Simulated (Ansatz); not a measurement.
## Ligand exchange: InH2Cl + CH2ClI → InH2I + CH2Cl2

Species: InH2Cl `[Cl][InH2]`, singlet; CH2ClI (chloroiodomethane) `ClCI`, singlet; InH2I `[InH2][I]`, singlet; CH2Cl2 `ClCCl`, singlet. The partners trade Cl for I: In–Cl and C–I bonds give way to In–I and C–Cl.

Shapes, held fixed at every level: PBE0-D4/def2-TZVP. Programs: Ansatz 0.2.0. The zero-point and thermal change to 298 K, harmonic and unscaled (PBE0-D4/def2-TZVP), is +1.6 kJ/mol.

```tsv
level	kind	ΔH(298 K) (kJ/mol)	less CCSD(T)/def2-TZVPP
HF/def2-SVP	Hartree–Fock	-20.7	-13.9
PBE-D4/def2-TZVPP	GGA	-10.0	-3.2
B3LYP-D4/def2-TZVPP	global hybrid	-7.7	-0.9
BHLYP-D4/def2-TZVPP	global hybrid	-12.5	-5.7
PBE0-D4/def2-TZVPP	global hybrid	-13.8	-7.0
MP2/def2-SVP	perturbation theory	-18.2	-11.4
CCSD/def2-TZVPP	coupled cluster or CI	-8.2	-1.4
CCSD(T)/def2-TZVPP	coupled cluster or CI	-6.8	0.0
```

The highest level, CCSD(T)/def2-TZVPP, gives ΔH(298 K) = -6.8 kJ/mol; the levels span -20.7 to -6.8. The column of differences is taken from that level and isn't an error. No measured value is set beside it here. For atoms past krypton def2 sets carry core potentials with scalar relativity. Outer-core shells of I, In are correlated, in sets that cover them unevenly.

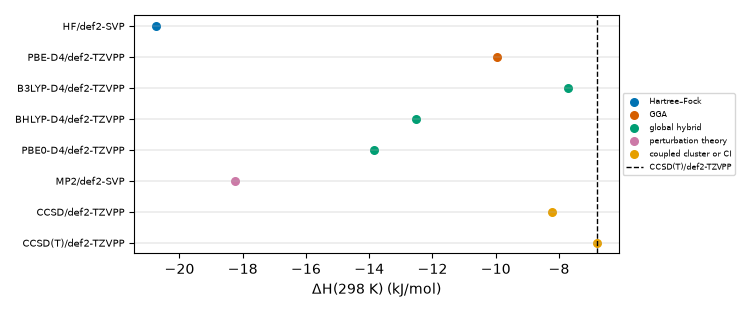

The values of the table, level by level.
